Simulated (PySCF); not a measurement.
## C₄H₅FN₂O (charge +1): EPR calculation

C₄H₅FN₂O, charge +1, multiplicity 2, SMILES FCO[C+]1[CH]C=NN1, computed with UKS B3LYP, pcH-1 on C F H N O, non-relativistic, mean-field spin-orbit, GIAO (PySCF 2.14.0).

It belongs to a series of runs on one base structure; here: electron removed.

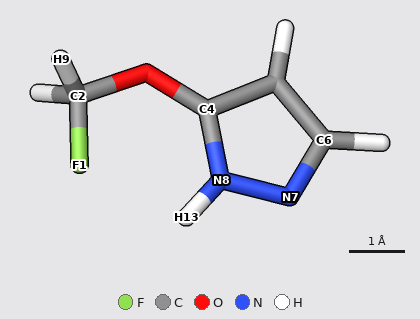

Fig. 1: The input geometry (stick view, seen at a tilt; atoms are numbered from 1 in the order of the input).

Input file:
```
{"job": {"kind": "epr", "basis": "pcH-1"}, "charge": 1, "multiplicity": 2}
F     -2.203216    -0.096622    -1.049924
C     -2.248010    -0.030199     0.290503
O     -0.973569    -0.008644     0.861161
C      0.165930    -0.035006     0.250610
C      1.444497    -0.002278     0.903885
C      2.359264    -0.047022    -0.126861
N      1.729870    -0.104740    -1.308287
N      0.439672    -0.096842    -1.092585
H     -2.785063    -0.913679     0.676580
H     -2.776088     0.892663     0.586912
H      1.609970     0.047289     1.961280
H      3.431475    -0.042031    -0.088840
H     -0.199121    -0.134239    -1.882161
```

The first line tells a small driver script what to run in PySCF; the rest is the geometry in Å.

Hardware: 1 CPU thread, shared host.

Launch command:
```bash
OMP_NUM_THREADS=1 python <driver script> task.json out
```

The program's output:
```
UKS, coarse grid
  cycle   1  E = -439.55121070  |g| = 5.59e-01
  cycle   2  E = -439.36823133  |g| = 9.09e-01
  cycle   3  E = -439.66579463  |g| = 1.04e-01
  cycle   4  E = -439.66851357  |g| = 7.20e-02
  cycle   5  E = -439.67056218  |g| = 1.82e-02
  cycle   6  E = -439.67073262  |g| = 1.09e-02
  cycle   7  E = -439.67082103  |g| = 4.23e-03
  cycle   8  E = -439.67085601  |g| = 2.56e-03
  cycle   9  E = -439.67086939  |g| = 8.32e-04
  cycle  10  E = -439.67087049  |g| = 7.05e-04
UKS, final grid
  cycle   1  E = -439.67088267  |g| = 1.07e-03
  cycle   2  E = -439.67088130  |g| = 2.13e-03
  cycle   3  E = -439.67088331  |g| = 2.01e-04
  cycle   4  E = -439.67088335  |g| = 1.41e-04
  cycle   5  E = -439.67088338  |g| = 8.40e-05
  cycle   6  E = -439.67088339  |g| = 2.26e-05
  cycle   7  E = -439.67088339  |g| = 7.84e-06
E = -439.67088339 Eh   <S^2> = 0.7640 (exact 0.7500)
g shifts (ppm)      1          2          3
  rmc          -223       -223       -223
  gc            -13         50         38
  oz_so         -14       1550       2975
  total        -250       1377       2789
hyperfine (MHz)  atom isotope    a_iso     a_fc   dipolar eigenvalues
    0   19F      -1.41      -1.41     -8.11     -5.59     13.70
    1   13C      -9.72      -9.72     -1.78      0.84      0.95
    2   17O     -25.22     -25.22    -73.03     35.79     37.23
    3   13C       6.94       6.94    -24.35    -21.63     45.98
    4   13C      15.37      15.37    -23.65    -21.59     45.24
    5   13C     -21.72     -21.72    -12.69      5.10      7.59
    6   14N      17.11      17.11    -22.18    -21.77     43.95
    7   14N      -7.53      -7.53     -2.74      1.17      1.57
    8    1H      41.49      41.49     -2.68     -1.90      4.57
    9    1H      42.14      42.14     -2.68     -1.87      4.55
   10    1H     -20.34     -20.34    -11.44     -2.94     14.38
   11    1H       2.30       2.30     -3.93     -1.59      5.52
   12    1H      -0.49      -0.49     -4.14      0.70      3.44
```

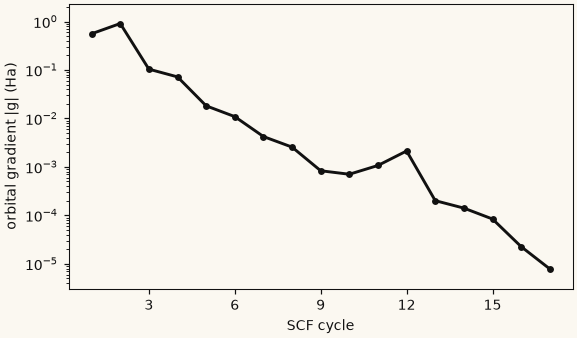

Fig. 2: Convergence of the self-consistent field: orbital gradient |g| against the SCF cycle. All cycles printed in the log are drawn one after another.

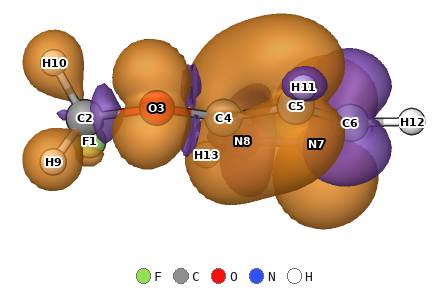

Fig. 3: Isosurfaces of the spin density (α minus β) at +0.006 (orange) and −0.006 e/Å³ (purple), seen from the side. The unpaired spin (1 electron) lies mostly on N7 (about 0.4), C5 (about 0.2), C4 (about 0.2) and O3 (about 0.2), in electrons by Hirshfeld's partition.

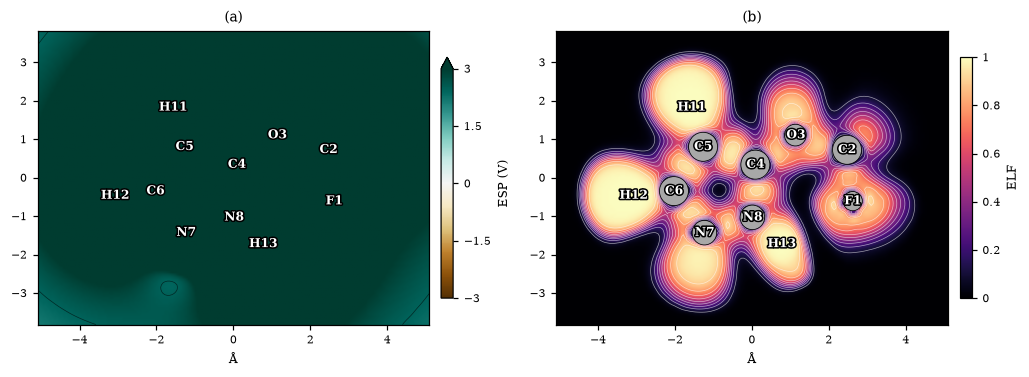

Fig. 4: (a) electrostatic potential; (b) ELF on the plane of atoms C5, C6 and H12. Grey discs, where drawn, cover atomic cores. Atoms in the plane: F, C, O, N and H. C–O (1.29 Å): the ELF peaks at about 0.90 between the atoms (a polar covalent bond). N–N (1.31 Å): the ELF peaks at about 0.90 between the atoms (localised, shared-pair bonding). C–N (1.34 Å): the ELF peaks at about 0.95 between the atoms, which marks a covalent bond. C–F (1.34 Å): the ELF peaks at about 0.85 between the atoms, which marks a polar covalent bond. C–C (1.38 Å): the ELF peaks at about 0.95 between the atoms, which marks a shared electron pair. The potential has no marked negative region in this plane.

Key numbers:

```json
{"quantity": "outcome", "value": "converged"}
{"quantity": "total energy", "value": "−439.670883 hartree"}
{"quantity": "⟨S²⟩", "value": "0.764"}
{"quantity": "isotropic g", "value": "2.0036"}
{"quantity": "wall time", "value": "49 s"}
{"quantity": "peak memory", "value": "1 GiB"}
```
